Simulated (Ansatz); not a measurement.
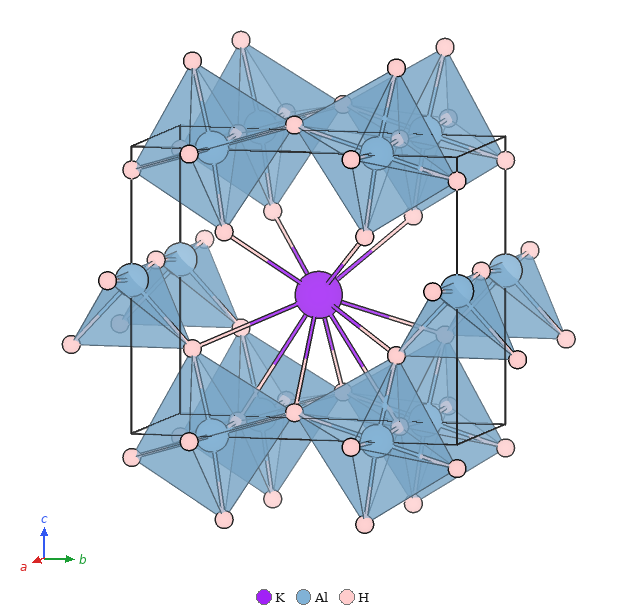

We look at a polyhedral model of the crystal slightly off an axis. The conventional unit cell is drawn as a box. A few atoms beyond the faces are included.

KAl3H9, space group Pmm2 (No. 25), a = 3.565 Å, b = 6.764 Å, c = 5.799 Å, α = 90.00°, β = 90.00°, γ = 90.00°. Starting structure: a structure type filled with these elements by a generator (whether the compound takes this form wasn't checked). Earlier steps of the study may have refined or changed the cell and positions. Ansatz was used for an electronic-structure calculation on it.

This one geometry was computed with Ansatz (DFT, plane waves, PAW) at three levels of theory: r2SCAN, PBE and LDA.

> Which level gives the highest pressure at this volume, and what does that say about its equilibrium volume?

Highest: PBE (0.0 GPa), which points to the largest equilibrium volume. Lowest, with the smallest volume: LDA (-2.5 GPa). Levels within 0.5 GPa of each other can't be told apart.

> How does the band gap change with the level of theory?

All levels give a metal.

> Collect the results in a table.

| level | cutoff (eV) | k-mesh of the run's cell | gap (eV) | pressure (GPa) |
| --- | --- | --- | --- | --- |
| r2SCAN | 500 | 10×6×8 | metal | -1.5 |
| PBE | 420 | 10×6×8 | metal | 0.0 |
| LDA | 420 | 10×6×8 | metal | -2.5 |

Gaps are taken on the k-mesh or band path of each run.
